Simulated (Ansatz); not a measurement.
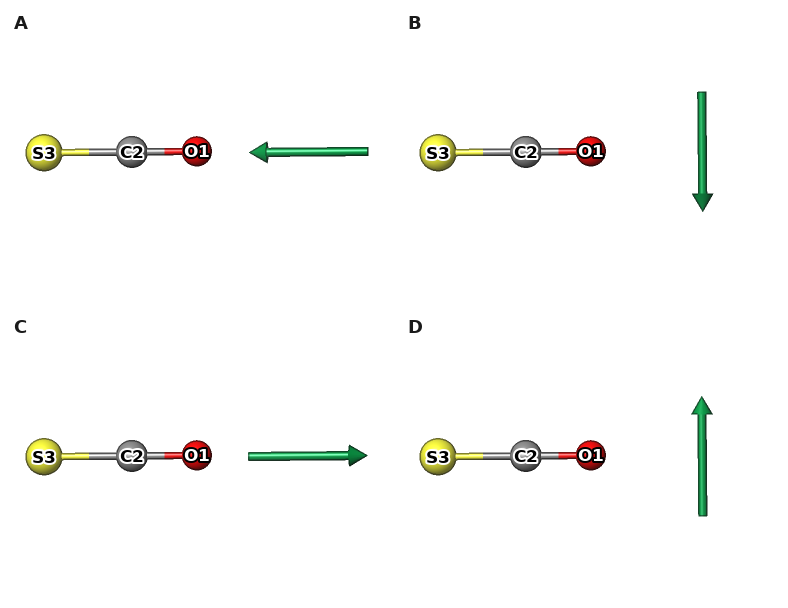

The same molecule four times, each with an arrow. The geometry was computed by an optimisation with PBE0-D4/def2-TZVP. No frequency run is at hand to confirm it as a minimum. Method: RKS PBE0-D4/def2-TZVP (Ansatz 0.2.0).

### Which arrow points along the dipole moment, from the negative to the positive end?

A. The dipole moment is 0.70 D; it points from the side of O1 to the side of S3 (the outermost atoms at the two ends).
